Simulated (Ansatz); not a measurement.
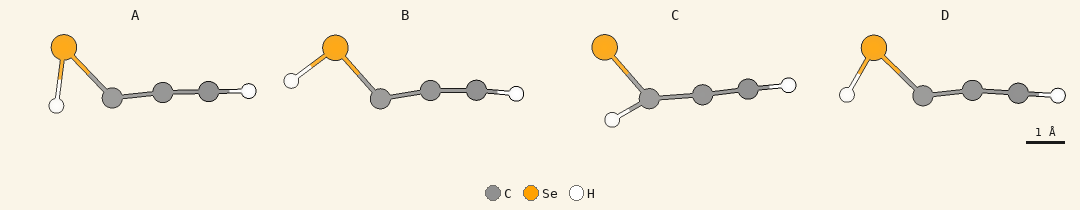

4 geometries from a converged minimum-energy path of C₃H₂Se, shuffled. A ball-and-stick model, seen face on.

Method: UKS B3LYP-D4/def2-SVP in Ansatz 0.2.0. Settings: 9 movable images; climbing image; force threshold 0.05 eV/Å; iteration limit 52; starting path through a guess of the saddle point.

Which frame is the top of the path?

A. In order along the path, whose images run from 0 to 10: C (image 3, +146.6 kJ/mol), A (image 5, +307.1 kJ/mol), D (image 7, +220.3 kJ/mol), B (image 9, +175.4 kJ/mol). A hydrogen atom shifts from one atom to another. Breaking: C–H (1.10 → 2.48 Å). Forming: H–Se (2.51 → 1.49 Å).
